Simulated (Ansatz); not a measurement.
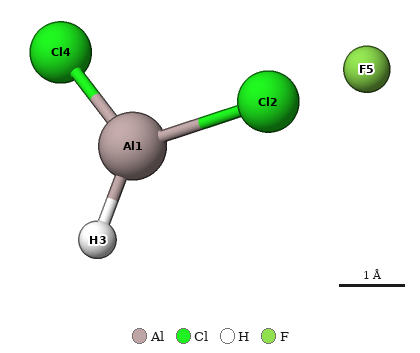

The input geometry (ball-and-stick view, seen at a tilt; atoms are numbered from 1 in the order of the input). Sticks mark near contacts. Bond lengths as drawn: Al–Cl 2.23 to 2.48 Å and Al–H 1.56 Å.

Geometry relaxation, with input and output: AlHCl2F

System: AlHCl2F, multiplicity 2.
Method: UKS PBE-D4/def2-SVP (Ansatz 0.2.0).

The input holds or restrains some coordinates. Forces given for the steps count only the free coordinates. It belongs to a series of runs on one base structure; here: pulled along the bonds that form and break, towards end B. Figures and captions count atoms from 1; the log counts them from 0 in places.

What the program printed
```
The last accepted step is kept in [file] (removed where the run ends without a failure and the disk answers)
Engine: ansatz 0.2.0, aarch64-unknown-linux-gnu
Functional definition: PBE
  parameter kappa = 0.804
  parameter beta = 0.06672455060314922
  exchange = pbe_x(kappa = kappa, mu = beta*pi^2/3)
  correlation = pbe_c(beta = beta)
789 factors; their error is unknown
mean field evaluation 1: about -34342.9677 eV, gradient 2.5e1 eV
mean field evaluation 2: about -34152.1086 eV, gradient 1.7e2 eV
mean field evaluation 4: about -34344.7514 eV, gradient 1.4e1 eV
mean field evaluation 8: about -34345.9220 eV, gradient 1.1e-1 eV
mean field evaluation 16: about -34345.8726 eV, gradient 1.4e-4 eV
mean field evaluation 32: about -34344.3368 eV, gradient 1.0e0 eV
mean field -34345.87259725 eV, -1262.1875374805 hartree, gradient 5.7e-5 eV, S^2 0.753690; 4 other end points of the search recorded, 0 dependent functions left out
the calculation of the forces begins
reference -34345.87262865 eV, -1262.1875386342 hartree; 29, 28 occupied and 44, 45 virtual orbitals, 789 factors
relax step   1: F+E_penalty+E_count = -34345.97046433 eV  Δ(F+E_penalty+E_count) = +0.000e0 eV  max|allowed force component| = 3.656e0 eV/Å  E_restraint = 14.88750000 eV  max|allowed force component, restraints' pulls added| = 3.384e1 eV/Å  Δτ_max = 0.0000 Å  (160 SCF iters, accepted)
  distance Cl 1 - F 4 = 1.8000 Å
  distance Al 0 - Cl 1 = 2.4800 Å
these checks for a lower state are left out or cut short: starts, cluster_reference, orbital_swaps, neighbouring_geometries, increment
789 factors; their error is unknown
mean field -34345.14976616 eV, -1262.1609739279 hartree, gradient 1.9e-5 eV, S^2 0.752935; 0 other end points of the search recorded, 0 dependent functions left out
the calculation of the forces begins
reference -34345.14979915 eV, -1262.1609751401 hartree; 29, 28 occupied and 44, 45 virtual orbitals, 789 factors
relax step   2: F+E_penalty+E_count = -34345.25383884 eV  Δ(F+E_penalty+E_count) = +7.166e-1 eV  max|allowed force component| = 3.910e0 eV/Å  E_restraint = 5.59161256 eV  max|allowed force component, restraints' pulls added| = 1.880e1 eV/Å  Δτ_max = 0.1949 Å  (37 SCF iters, accepted)
  distance Cl 1 - F 4 = 1.6708 Å
  distance Al 0 - Cl 1 = 2.8438 Å
these checks for a lower state are left out or cut short: starts, cluster_reference, orbital_swaps, neighbouring_geometries, increment
789 factors; their error is unknown
mean field evaluation 64: about -34344.3475 eV, gradient 3.5e-5 eV
mean field -34344.34751999 eV, -1262.1314919248 hartree, gradient 1.9e-5 eV, S^2 0.751855; 0 other end points of the search recorded, 0 dependent functions left out
the calculation of the forces begins
reference -34344.34755509 eV, -1262.1314932147 hartree; 29, 28 occupied and 44, 45 virtual orbitals, 789 factors
relax step   3: F+E_penalty+E_count = -34344.44804169 eV  Δ(F+E_penalty+E_count) = +8.058e-1 eV  max|allowed force component| = 5.916e0 eV/Å  E_restraint = 0.75280925 eV  max|allowed force component, restraints' pulls added| = 4.249e0 eV/Å  Δτ_max = 0.1928 Å  (37 SCF iters, accepted)
  distance Cl 1 - F 4 = 1.5642 Å
  distance Al 0 - Cl 1 = 3.2154 Å
these checks for a lower state are left out or cut short: starts, cluster_reference, orbital_swaps, neighbouring_geometries, increment
789 factors; their error is unknown
mean field -34344.63523252 eV, -1262.1420651653 hartree, gradient 2.5e-5 eV, S^2 0.752017; 0 other end points of the search recorded, 0 dependent functions left out
the calculation of the forces begins
reference -34344.63526782 eV, -1262.1420664624 hartree; 29, 28 occupied and 44, 45 virtual orbitals, 789 factors
relax step   4: F+E_penalty+E_count = -34344.73032186 eV  Δ(F+E_penalty+E_count) = -2.823e-1 eV  max|allowed force component| = 3.771e0 eV/Å  E_restraint = 0.19231372 eV  max|allowed force component, restraints' pulls added| = 4.856e-1 eV/Å  Δτ_max = 0.1947 Å  (32 SCF iters, accepted)
  distance Cl 1 - F 4 = 1.6081 Å
  distance Al 0 - Cl 1 = 3.3962 Å
these checks for a lower state are left out or cut short: starts, cluster_reference, orbital_swaps, neighbouring_geometries, increment
789 factors; their error is unknown
mean field -34344.71720440 eV, -1262.1450775761 hartree, gradient 9.4e-6 eV, S^2 0.752302; 0 other end points of the search recorded, 0 dependent functions left out
the calculation of the forces begins
reference -34344.71723958 eV, -1262.1450788693 hartree; 29, 28 occupied and 44, 45 virtual orbitals, 789 factors
relax step   5: F+E_penalty+E_count = -34344.81175942 eV  Δ(F+E_penalty+E_count) = -8.144e-2 eV  max|allowed force component| = 3.259e0 eV/Å  E_restraint = 0.20532995 eV  max|allowed force component, restraints' pulls added| = 6.360e-1 eV/Å  Δτ_max = 0.1904 Å  (34 SCF iters, accepted)
  distance Cl 1 - F 4 = 1.6163 Å
  distance Al 0 - Cl 1 = 3.4168 Å
these checks for a lower state are left out or cut short: starts, cluster_reference, orbital_swaps, neighbouring_geometries, increment
789 factors; their error is unknown
mean field -34344.78438300 eV, -1262.1475463441 hartree, gradient 1.4e-5 eV, S^2 0.752419; 0 other end points of the search recorded, 0 dependent functions left out
the calculation of the forces begins
reference -34344.78441787 eV, -1262.1475476257 hartree; 29, 28 occupied and 44, 45 virtual orbitals, 789 factors
relax step   6: F+E_penalty+E_count = -34344.87848015 eV  Δ(F+E_penalty+E_count) = -6.672e-2 eV  max|allowed force component| = 2.554e0 eV/Å  E_restraint = 0.31118722 eV  max|allowed force component, restraints' pulls added| = 2.266e0 eV/Å  Δτ_max = 0.1925 Å  (38 SCF iters, rejected (line search))
  distance Cl 1 - F 4 = 1.6428 Å
  distance Al 0 - Cl 1 = 3.4114 Å
these checks for a lower state are left out or cut short: starts, cluster_reference, orbital_swaps, neighbouring_geometries, increment
789 factors; their error is unknown
mean field evaluation 96: about -34344.6925 eV, gradient 5.7e-2 eV
mean field -34344.69258260 eV, -1262.1441727419 hartree, gradient 2.5e-5 eV, S^2 0.752115; 0 other end points of the search recorded, 0 dependent functions left out
the calculation of the forces begins
reference -34344.69261768 eV, -1262.1441740311 hartree; 29, 28 occupied and 44, 45 virtual orbitals, 789 factors
relax step   7: F+E_penalty+E_count = -34344.78703713 eV  Δ(F+E_penalty+E_count) = +2.472e-2 eV  max|allowed force component| = 3.560e0 eV/Å  E_restraint = 0.17301828 eV  max|allowed force component, restraints' pulls added| = 6.023e-2 eV/Å  Δτ_max = 0.0534 Å  (31 SCF iters, accepted)
  distance Cl 1 - F 4 = 1.6064 Å
  distance Al 0 - Cl 1 = 3.4156 Å
```

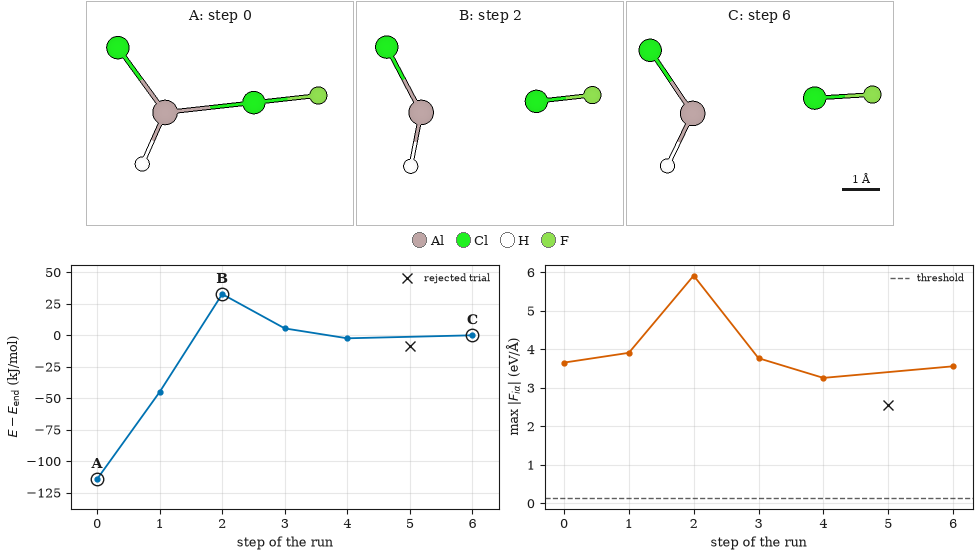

Frames of the restrained relaxation (ball-and-stick view, seen at a tilt) above the curves, on which the letters mark them (the first geometry is step 0 here and step 1 in the log).

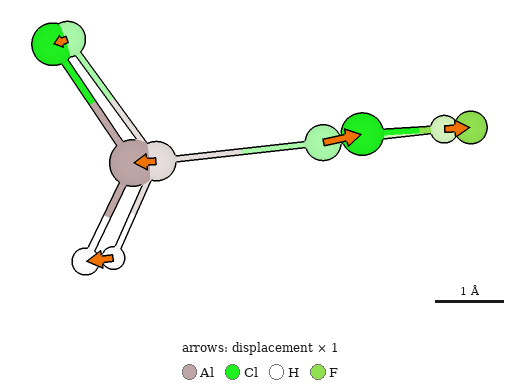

Start (faint) and end (solid) with the displacements as orange arrows, at true length (ball-and-stick view, seen at a tilt). The two geometries are laid on each other by the best rigid fit. The largest move after the best rigid fit is that of Cl2, 0.59 Å. By element the largest moves are Cl 0.59 Å, H 0.41 Å, F 0.39 Å, Al 0.35 Å. Among the contacts that change: Al1–Cl2 2.480 → 3.416 Å, Cl2–F5 1.800 → 1.606 Å, Al1–Cl4 2.230 → 2.117 Å, Al1–H3 1.560 → 1.609 Å. Bonds break: Al1–Cl2 (2.48 → 3.42 Å). Over 6 geometry steps the energy rises by 114.2 kJ/mol. Largest force component: 3.7 eV/Å at the start, 3.6 eV/Å at the end. The line search rejected the trial step at point 5 (counted from 0) and went back. (Atoms are counted from 1 in the order of the input.)

```
789 factors; their error is unknown
mean field -34344.69258260 eV, -1262.1441727419 hartree, gradient 2.5e-5 eV, S^2 0.752115; 1 other end points of the search recorded, 0 dependent functions left out
the calculation of the forces begins
reference -34344.69261768 eV, -1262.1441740311 hartree; 29, 28 occupied and 44, 45 virtual orbitals, 789 factors
Total energy: -34344.78707221 eV, -1262.1476451709 hartree
Atom 0 at    -0.011337     0.000079    -0.346776 Å, force    -0.006880    -0.000572     0.448226 eV/Å
Atom 1 at    -0.060687    -0.000762     3.068482 Å, force    -0.137116    -0.002112    -3.560335 eV/Å
Atom 2 at     1.356483     0.000046    -1.194513 Å, force     0.019499     0.000178    -0.013231 eV/Å
Atom 3 at    -1.883212     0.000094    -1.335152 Å, force    -0.024796     0.000126    -0.020023 eV/Å
Atom 4 at     0.018554     0.000544     4.672958 Å, force     0.149293     0.002380     3.145363 eV/Å
Dipole moment:     0.169853     0.000012    -0.395188 e Å
```

Trajectory as extended XYZ (Å, eV, eV/Å), 7 frames, from step=1 to step=7
```
5
Properties=species:S:1:pos:R:3:forces:R:3 step=1 energy=-34345.97046
Al    0.0000    0.0000    0.0000   -1.7336   0.0000   0.7311
Cl    0.0000    0.0000    2.4800   -0.0196   0.0000  -3.6561
H     1.3510    0.0000   -0.7800    0.3712   0.0000  -0.1106
Cl   -1.9312    0.0000   -1.1150    1.3856   0.0000   0.9057
F     0.0000    0.0000    4.2800   -0.0036   0.0000   2.1298
5
Properties=species:S:1:pos:R:3:forces:R:3 step=2 energy=-34345.25384
Al   -0.0169    0.0000   -0.1942   -1.4449   0.0000   1.6586
Cl   -0.0004    0.0000    2.6496   -0.0653   0.0000  -3.9101
H     1.3690    0.0000   -0.7929    1.1249   0.0000  -0.7444
Cl   -1.9320    0.0000   -1.1179    0.3612   0.0000   0.0204
F     0.0002    0.0000    4.3204    0.0240   0.0000   2.9755
5
Properties=species:S:1:pos:R:3:forces:R:3 step=3 energy=-34344.44804
Al   -0.0432    0.0000   -0.3852   -0.1707   0.0000   2.1891
Cl    0.0029    0.0000    2.8298   -0.0768   0.0000  -5.9157
H     1.4088    0.0000   -0.8287    1.0853   0.0000  -0.9395
Cl   -1.9500    0.0000   -1.1450   -0.8679   0.0000  -0.7709
F     0.0013    0.0000    4.3940    0.0301   0.0000   5.4370
5
Properties=species:S:1:pos:R:3:forces:R:3 step=4 energy=-34344.73032
Al   -0.0364    0.0000   -0.4155   -0.2861   0.0000   1.0942
Cl   -0.0163    0.0000    2.9806   -0.0949   0.0000  -3.7705
H     1.4327    0.0000   -1.0131    0.1499   0.0000  -0.4404
Cl   -1.9728    0.0000   -1.2755    0.1567   0.0000  -0.1995
F     0.0126    0.0000    4.5884    0.0745   0.0000   3.3163
5
Properties=species:S:1:pos:R:3:forces:R:3 step=5 energy=-34344.81176
Al   -0.0080    0.0000   -0.3519    0.1210   0.0000   0.3652
Cl   -0.1139    0.0000    3.0632   -0.2381   0.0000  -3.2592
H     1.3841    0.0000   -1.1972   -0.1823   0.0000   0.0841
Cl   -1.8935    0.0000   -1.3202    0.0285   0.0000  -0.0235
F     0.0511    0.0000    4.6710    0.2709   0.0000   2.8333
5
Properties=species:S:1:pos:R:3:forces:R:3 step=6 energy=-34344.87848 accepted=F
Al   -0.0233    0.0000   -0.3436    0.1218   0.0000   0.3483
Cl    0.0787    0.0000    3.0664    0.1411   0.0000  -2.5541
H     1.3402    0.0000   -1.2186   -0.0746   0.0000   0.0762
Cl   -1.8911    0.0000   -1.3403   -0.0068   0.0000   0.0414
F    -0.0848    0.0000    4.7010   -0.1815   0.0000   2.0882
5
Properties=species:S:1:pos:R:3:forces:R:3 step=7 energy=-34344.78704
Al   -0.0113    0.0001   -0.3468   -0.0069  -0.0006   0.4482
Cl   -0.0607   -0.0008    3.0685   -0.1371  -0.0021  -3.5603
H     1.3565    0.0000   -1.1945    0.0195   0.0002  -0.0132
Cl   -1.8832    0.0001   -1.3352   -0.0248   0.0001  -0.0200
F     0.0186    0.0005    4.6730    0.1493   0.0024   3.1454
```

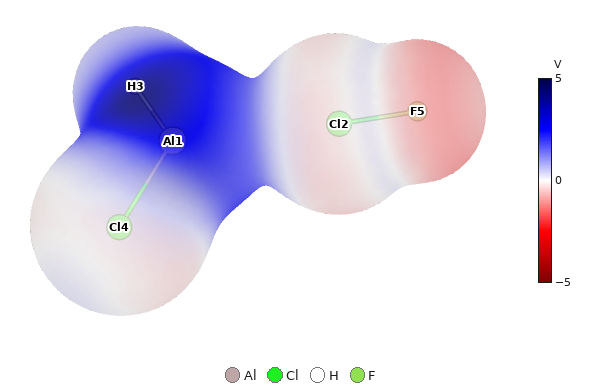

The molecular electrostatic potential painted on the density surface at 0.004 e/bohr³, seen at a tilt; the colour scale runs from red (negative) to blue (positive).

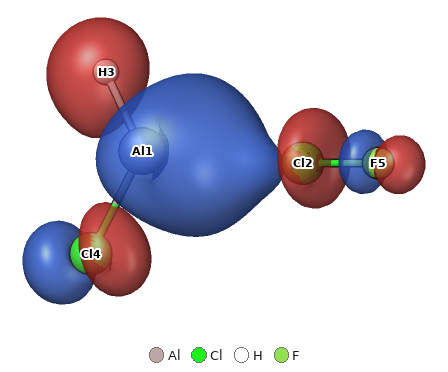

One frontier orbital at ±0.1 Å⁻³ᐟ² (red and blue are the two phases), seen at an oblique angle. The HOMO (α), at −5.54 eV. By Hirshfeld shares it lies mainly on Al1 (60 %), H3 (15 %), Cl2 (10 %) and Cl4 (10 %); it is symmetric in the molecular plane (σ or in-plane lone-pair type).

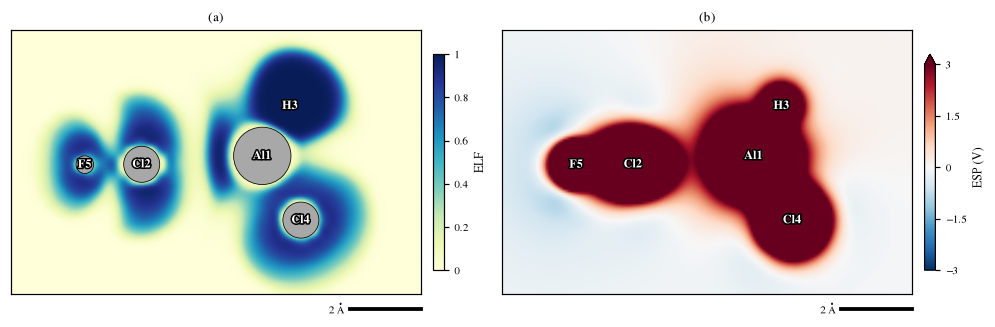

(a) ELF; (b) electrostatic potential on the molecular plane. Grey discs, where drawn, cover atomic cores. Al–Cl (2.12 Å): the ELF peaks at about 0.85 in the valence shell of Cl, 0.9 Å from its nucleus, and is about 0.75 at the midpoint. Al–H (1.61 Å): the ELF climbs to about 1 towards the hydrogen, as it does in any bond to H.

This output came from the following input.

Input
```yaml
crystal:
  periodic: [false, false, false]
  atoms:
    - { symbol: Al, position_ang: [0.0, 0.0, 0.0] }
    - { symbol: Cl, position_ang: [0.0, 0.0, 2.48] }
    - { symbol: H, position_ang: [1.351, 0.0, -0.78] }
    - { symbol: Cl, position_ang: [-1.9312, 0.0, -1.115] }
    - { symbol: F, position_ang: [0.0, 0.0, 4.28] }
magnetization:
  spin_polarized: true
  initial_magnetization: 1
basis:
  gaussian: { orbitals: def2-SVP }
hamiltonian:
  xc: pbe
  dispersion: d4
relax:
  f_tol: 0.15
  max_steps: 25
  restrain:
    - { distance: [1, 4], at: 1.5, k: 30.0 }
    - { distance: [0, 1], at: 3.43, k: 30.0 }
output:
  orbitals: {}
```

Run as:
```bash
ansatz run input.yaml --threads 2 --pin off --max-ram 3072MiB --backend cpu --events-out ev --progress --plain --runs-dir out
```

Summary

```tsv
quantity	value
outcome	converged under the restraints of the input
total energy	−34344.7871 eV
mean-field energy	−34344.6926 eV
⟨S²⟩	0.752
largest force (length of the vector) at the end, held atoms and coordinates included	3.563 eV/Å
hardware	2 threads of Arm Neoverse V2, 24 GiB of memory available, shared host
wall time	15 s (CPU time 29 s)
peak memory	0.17 GiB
```
